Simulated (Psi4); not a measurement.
**MP2/d-aug-cc-pVDZ (density fitting, density fitting for correlation, sweep point 5) run of H2O2 (hydrogen peroxide)**

What is the vertical singlet–triplet gap of H2O2 (hydrogen peroxide) at MP2/d-aug-cc-pVDZ (density fitting, density fitting for correlation, sweep point 5)? The job is set up through a Python script.

The calculation is run with Psi4 1.11.

## Step 1: The structure to begin with

The species is H2O2 (4 atoms), meant as a singlet with charge 0. SMILES: `OO`. Geometry: relaxed at PBE0-D4/def2-TZVP.

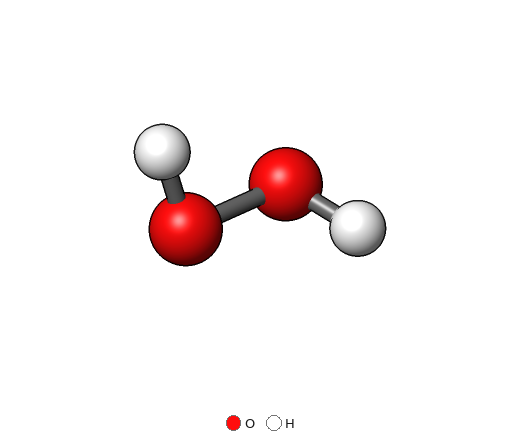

Viewed from a chosen angle; oxygen red, hydrogen white.

## Step 2: A single-point energy at MP2/d-aug-cc-pVDZ (density fitting, density fitting for correlation, sweep point 5)

File run.py:

```python
import psi4

psi4.set_memory(1600000000)
psi4.set_num_threads(1)
psi4.set_output_file('psi4.out', False)

geom = psi4.geometry("""
0 1
O     -0.486800    -0.581100     0.030600
O      0.048300     0.728400     0.206900
H      0.186400    -1.117000     0.467400
H      0.252100     0.969800    -0.704900
symmetry c1
""")

psi4.set_options({
    'puream': True,
    'scf_type': 'df',
    'num_frozen_docc': 2,
})

e = psi4.energy("mp2/d-aug-cc-pVDZ")
print('E =', round(e, 9))
```

On the command line:

```
$ python run.py
```

psi4.out:

```text
[...]
  Running in c1 symmetry.
[...]
  Nuclear repulsion =   37.283118773714371
[...]
  Multiplicity = 1
[...]
  Nalpha       = 9
  Nbeta        = 9
[...]
    Number of basis functions: 90
[...]
   @DF-RHF iter   1:  -150.75407959078069   -7.45763e-01   3.60546e-03 ADIIS/DIIS
[...]
   @DF-RHF iter  11:  -150.80398220316553   -4.06430e-12   3.68944e-09 DIIS
[...]
    Orbital Energies [Eh]
    ---------------------
    Doubly Occupied:
       1A    -20.639976     2A    -20.639669     3A     -1.492257
       4A     -1.215400     5A     -0.722941     6A     -0.715756
       7A     -0.618132     8A     -0.516861     9A     -0.482697
[...]
  @DF-RHF Final Energy:  -150.80398220316553
   => Energetics <=
    Nuclear Repulsion Energy =             37.2831187737143708
    One-Electron Energy =                -282.0868263442625903
    Two-Electron Energy =                  93.9997253673826947
    Total Energy =                       -150.8039822031655319
[...]
 Multipole Moments:
 ------------------------------------------------------------------------------------
     Multipole            Electronic (a.u.)      Nuclear  (a.u.)        Total (a.u.)
 ------------------------------------------------------------------------------------
 L = 1.  Multiply by 2.5417464519 to convert [e a0] to [Debye]
 Dipole X            :         -0.1577209            0.7731780            0.6154571
 Dipole Y            :          0.0529824           -0.2596362           -0.2066538
 Dipole Z            :          0.0854377           -0.4187680           -0.3333303
 Magnitude           :                                                    0.7297961
[...]
```

The script printed:

```text
E = -151.218790812
```

Wall time 2.2 s (1 thread of AMD EPYC 7R43 (Zen 3), shared host); peak memory 0.22 GiB.

## Step 3: The triplet, same level

File calc.py:

```python
import psi4

psi4.set_memory(1600000000)
psi4.set_num_threads(1)
psi4.core.set_output_file('psi4.out', False)

mol = psi4.geometry("""
0 3
O     -0.486800    -0.581100     0.030600
O      0.048300     0.728400     0.206900
H      0.186400    -1.117000     0.467400
H      0.252100     0.969800    -0.704900
units angstrom
symmetry c1
""")

psi4.set_options({
    'basis': 'd-aug-cc-pVDZ',
    'reference': 'uhf',
    'puream': True,
    'scf_type': 'df',
    'num_frozen_docc': 2,
    'maxiter': 150,
})

result, w = psi4.energy('mp2', return_wfn=True)
print(f'total energy {result:.8f} hartree = {result * 27.211386:.5f} eV')
```

On the command line:

```
$ python calc.py
```

psi4.out:

```text
[...]
  Running in c1 symmetry.
[...]
  Nuclear repulsion =   37.283118773714371
[...]
  Multiplicity = 3
[...]
  Nalpha       = 10
  Nbeta        = 8
[...]
    Number of basis functions: 90
[...]
   @DF-UHF iter   1:  -150.55011644333320   -5.41800e-01   3.79831e-03 DIIS/ADIIS
[...]
   @DF-UHF iter  18:  -150.61730366769430    2.31921e-11   8.70307e-09 DIIS
[...]
   @S^2 Observed:                2.056172934E+00
[...]
    Orbital Energies [Eh]
    ---------------------
    Alpha Occupied:
       1A    -20.647407     2A    -20.647332     3A     -1.572934
       4A     -1.306882     5A     -0.815510     6A     -0.743871
       7A     -0.734209     8A     -0.577741     9A     -0.571874
      10A     -0.311312
    Alpha Virtual:
      11A      0.007913    12A      0.013313    13A      0.030258
      14A      0.033204    15A      0.041447    16A      0.048830
      17A      0.051713    18A      0.052451    19A      0.056707
      20A      0.078731    21A      0.085513    22A      0.097392
      23A      0.103185    24A      0.110434    25A      0.118328
[...]
  @DF-UHF Final Energy:  -150.61730366769430
   => Energetics <=
    Nuclear Repulsion Energy =             37.2831187737143708
    One-Electron Energy =                -281.9168847174961456
    Two-Electron Energy =                  94.0164622760874948
    Total Energy =                       -150.6173036676942729
  UHF NO Occupations:
  HONO-2 :    8  A 1.9799141
  HONO-1 :    9  A 1.0000000
[...]
 Multipole Moments:
 ------------------------------------------------------------------------------------
     Multipole            Electronic (a.u.)      Nuclear  (a.u.)        Total (a.u.)
 ------------------------------------------------------------------------------------
 L = 1.  Multiply by 2.5417464519 to convert [e a0] to [Debye]
 Dipole X            :         -0.2390657            0.7731780            0.5341123
 Dipole Y            :          0.0802827           -0.2596362           -0.1793534
 Dipole Z            :          0.1294883           -0.4187680           -0.2892797
 Magnitude           :                                                    0.6333453
[...]
```

On the terminal:

```text
total energy -151.01681662 hartree = -4109.37689 eV
```

Run time: 2.4 s. Hardware: 1 thread of AMD EPYC 7R43 (Zen 3), shared host; peak memory 0.22 GiB.

## Step 4: Results

At MP2/d-aug-cc-pVDZ (density fitting, density fitting for correlation, sweep point 5), 2 core orbitals frozen:

```
                                                           quantity          value
                                              singlet: total energy  -151.21879 Eh
                       singlet: HOMO energy (Hartree–Fock orbitals)      -13.13 eV
                       singlet: LUMO energy (Hartree–Fock orbitals)        0.22 eV
                     singlet: HOMO–LUMO gap (Hartree–Fock orbitals)       13.36 eV
               singlet: correlation energy (2 core orbitals frozen)     -414.8 mEh
                                              triplet: total energy  -151.01682 Eh
triplet: HOMO energy (Hartree–Fock orbitals) (highest over α and β)       -8.47 eV
 triplet: LUMO energy (Hartree–Fock orbitals) (lowest over α and β)        0.22 eV
               triplet: correlation energy (2 core orbitals frozen)     -399.5 mEh
                         triplet: ⟨S²⟩ of the reference determinant          2.056
                   vertical energy of the triplet above the singlet       5.496 eV
```

What this shows: At this shape the triplet lies 5.50 eV (530 kJ/mol) above the singlet.
